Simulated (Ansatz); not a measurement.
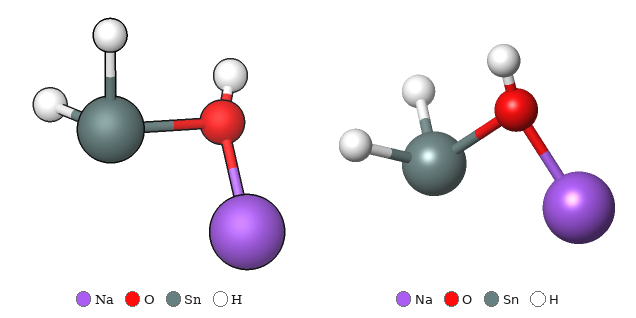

The same structure drawn twice, from different directions.

Describe the molecule.

The molecule is H3NaOSn. The point group is Cs. Coordination, clear cases only: 1 Sn trigonal pyramidal.

More results for the same structure follow; atom numbers are the same in all pictures, views and colours differ. The computed structure is the end point of a PBE0-D4/def2-TZVP optimisation. No frequency run is at hand to confirm it as a minimum.

### Shape

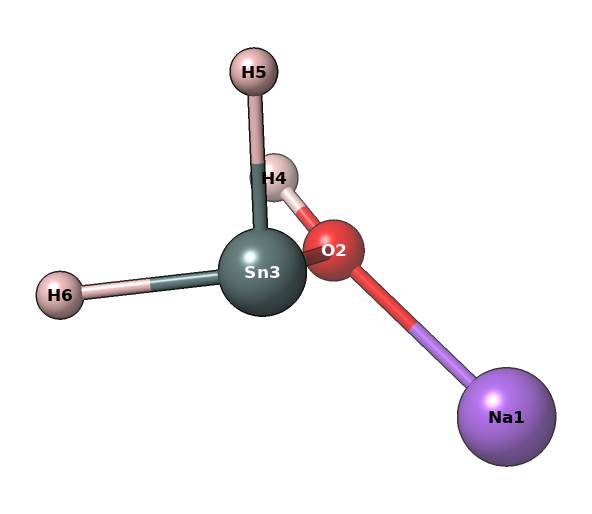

O2 lies behind Sn3. The molecule seen a little off the Sn3–O2 bond, Sn3 in front. Distant atoms are faded towards the background colour. No frequency run is at hand to confirm it as a minimum.

**What is the torsion angle H5–Sn3–O2–Na1? The sign is positive where the front bond must turn clockwise to cover the back bond.**

131°, anticlinal.

### Electronic properties

No frequency run is at hand to confirm it as a minimum. Method: RKS PBE0-D4/def2-TZVPP, core potentials on Sn (Ansatz 0.2.0).

**What is the HOMO–LUMO gap?**

3.68 eV.

**Estimate the HOMO energy (Kohn–Sham orbital).**

−5.21 eV.

### Dipole moment

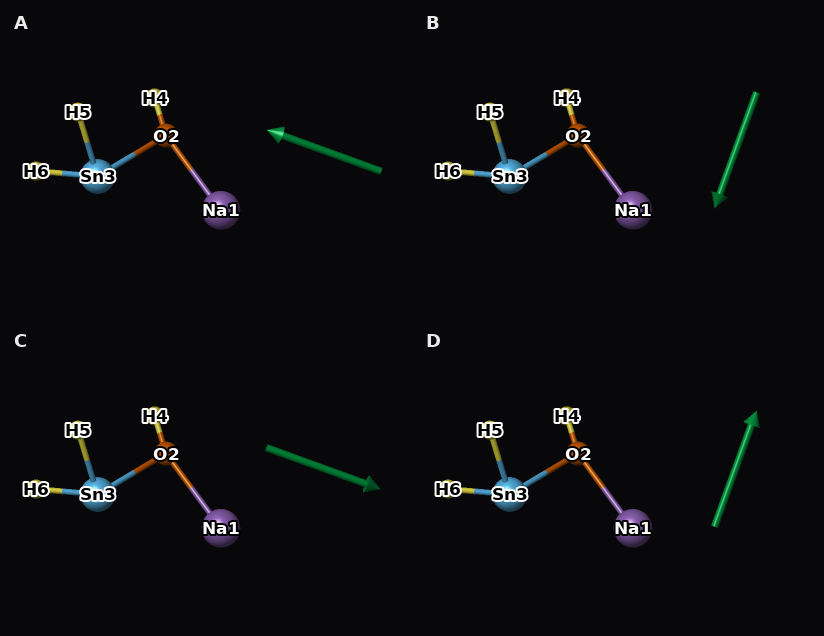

The same molecule four times, each with an arrow. No frequency run is at hand to confirm it as a minimum. Method: RKS PBE0-D4/def2-TZVP, core potentials on Sn (Ansatz 0.2.0).

**Which arrow points along the dipole moment, from the negative to the positive end?**

C. The dipole moment is 7.27 D; it points from the side of H5, H6 to the side of Na1 (the outermost atoms at the two ends).

### Charges

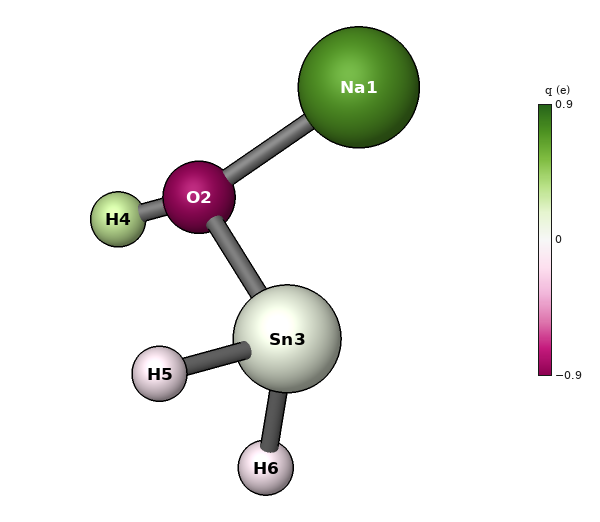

Atoms are coloured by their Mulliken charges. No frequency run is at hand to confirm it as a minimum. Level of theory: RKS PBE0-D4/def2-TZVP, core potentials on Sn (Ansatz 0.2.0).

List the Mulliken charges.

```json
{"atom": "Na1", "value (e)": "0.70"}
{"atom": "O2", "value (e)": "−0.86"}
{"atom": "Sn3", "value (e)": "0.10"}
{"atom": "H4", "value (e)": "0.32"}
{"atom": "H5", "value (e)": "−0.13"}
{"atom": "H6", "value (e)": "−0.13"}
```

Mulliken values depend strongly on the basis set and can even reverse the polarity of a bond.
